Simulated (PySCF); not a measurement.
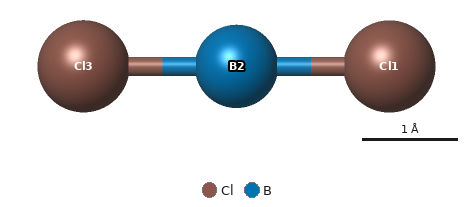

**Figure 1.** The structure as given in the input (ball-and-stick view, seen at a tilt; atoms are numbered from 1 in the order of the input). Bond lengths as drawn: B–Cl 1.61 Å.

# Single-point calculation of BCl₂ (charge +1)

- system: BCl₂, charge +1, SMILES Cl[B+]Cl
- method: B3LYP/def2-TZVPP, RKS, dispersion D4 (PySCF 2.14.0)

The geometry was optimised with PBE0-D4/def2-TZVP.

Input (job.py):
```python
from pyscf import gto, dft

mol = gto.M(
    atom='''
Cl    -2.458902     1.512737    -1.144148
B     -0.057015     0.040947     0.004139
Cl     2.344957    -1.430901     1.152465
''',
    spin=0,
    basis='def2-tzvpp',
    verbose=3,
    charge=1,
    max_memory=1860,
    unit='bohr',
)

myscf = dft.RKS(mol, xc='b3lyp')
myscf.grids.level = 5
myscf.conv_tol = 1e-10
myscf.disp = 'd4'
myscf.kernel()
if not myscf.converged:
    myscf = myscf.newton().run(myscf.mo_coeff, myscf.mo_occ)

e_tot = myscf.e_tot
print('E(%s) = %.9f' % ('B3LYP', e_tot))
```

Command:
```bash
OMP_NUM_THREADS=1 python job.py
```

What the program printed:
```
converged SCF energy = -945.051738107199
E(B3LYP) = -945.051738107
```

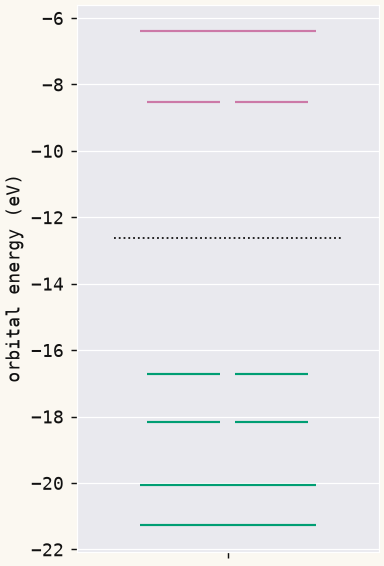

**Figure 2.** Orbital energies near the frontier; the dotted line parts filled from empty levels, and levels within 0.02 eV of each other stand side by side. Highest filled −16.73 eV, lowest empty −8.51 eV, 8.22 eV apart.

Summary:

| quantity | value |
| --- | --- |
| outcome | converged |
| total energy | −945.051738 hartree |
| dispersion energy | −0.003627 hartree |
| basis functions | 115 |
| HOMO | −16.73 eV |
| LUMO | −8.51 eV |
| hardware | 1 thread of Arm Neoverse V2, 24 GiB of memory available, shared host |
| wall time | 11 s |
| peak memory | 0.6 GiB |

Notes:

Further notes kept with the run: dipole of an ion depends on the origin.
